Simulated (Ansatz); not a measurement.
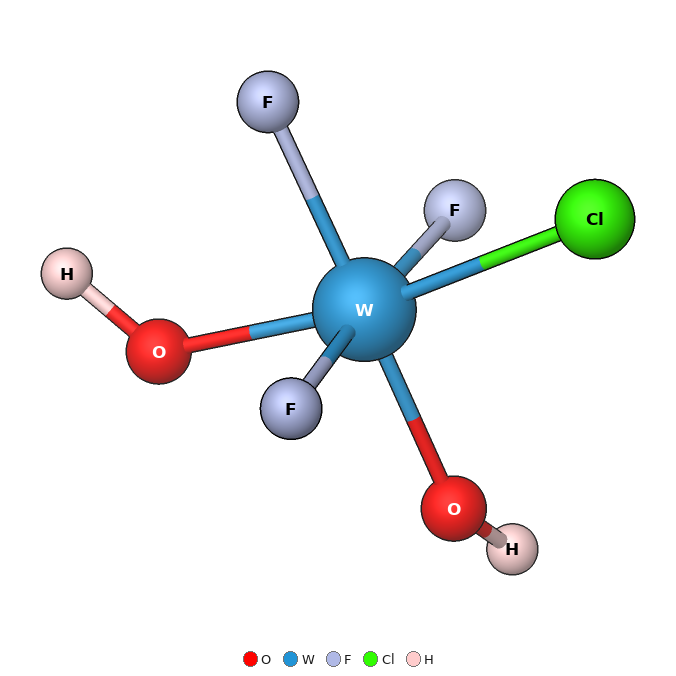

Charge 0, singlet. Computed geometry: PBE0-D4/def2-TZVP optimisation. No frequency run is at hand to confirm it as a minimum. Program: Ansatz 0.2.0.

At this fixed geometry, give dipole (D) at these levels: B3LYP-D4/def2-TZVPP; PBE-D4/def2-TZVPP; PBE0-D4/def2-TZVP; r2SCAN-D4/def2-TZVPP; ωB97M-V/def2-TZVPP.

```tsv
level	dipole (D)
B3LYP-D4/def2-TZVPP	2.95
PBE-D4/def2-TZVPP	2.94
PBE0-D4/def2-TZVP	3.01
r2SCAN-D4/def2-TZVPP	3.02
ωB97M-V/def2-TZVPP	3.05
```
